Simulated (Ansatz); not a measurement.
# CuF3: the cost of one run

Computed with Ansatz 0.2.0 (DFT PBE, scalar-relativistic, plane waves, PAW, unless a step's input says otherwise).

**1. The structure to begin with**

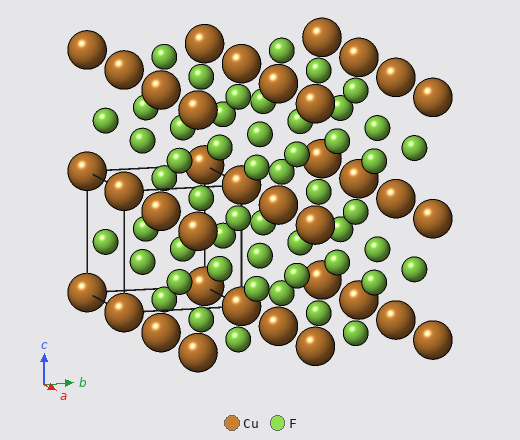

Start, viewed slightly off an axis; copper orange, fluorine green. 3×2×2 cells are drawn. Atoms on the faces are drawn again on the opposite ones.

As a file:

```
CELL_PARAMETERS angstrom
3.50883 0.00000 0.00000
0.00000 3.50883 0.00000
0.00000 0.00000 3.50883
ATOMIC_POSITIONS crystal
Cu 0.00000 0.00000 0.00000
F 0.00000 0.50000 0.50000
F 0.50000 0.00000 0.50000
F 0.50000 0.50000 0.00000
```

A structure generator made this guess: species swapped into a database cell of LuPt3 (Pm-3m, No. 221), with Cu on the Lu sites and F on the Pt sites. The dimensions are guesses.

**2. The guess as it stands, on a coarse mesh**

Input file input.yaml:

```yaml
crystal:
  lattice:
    - [3.50883147, 0.0, 0.0]
    - [0.0, 3.50883147, 0.0]
    - [0.0, 0.0, 3.50883147]
  atoms:
    - { symbol: Cu, position: [0.0, 0.0, 0.0], spin: 1.0 }
    - { symbol: F, position: [0.0, 0.5, 0.5] }
    - { symbol: F, position: [0.5, 0.0, 0.5] }
    - { symbol: F, position: [0.5, 0.5, 0.0] }
basis:
  ecutwfc: 420
kpoints:
  mp_grid: { grid: [6, 6, 6] }
hamiltonian:
  xc: pbe
scf:
  occupations: { method: gaussian, width: 0.1 }
  lower_state_search: "off"
output:
  forces: true
  stress: true
  eigenvalues: true
  populations: true
magnetization:
  spin_polarized: true
```

Run with:

```bash
ansatz run input.yaml --threads 1 --pin off --max-ram 2048MiB --backend cpu --events-out ev --progress --plain --runs-dir out
```

**Question.** How long does this run take on 1 thread of AMD EPYC 7R43 (Zen 3), shared host, and how much memory does it need?

About 5 s, with a peak of 0.36 GiB.
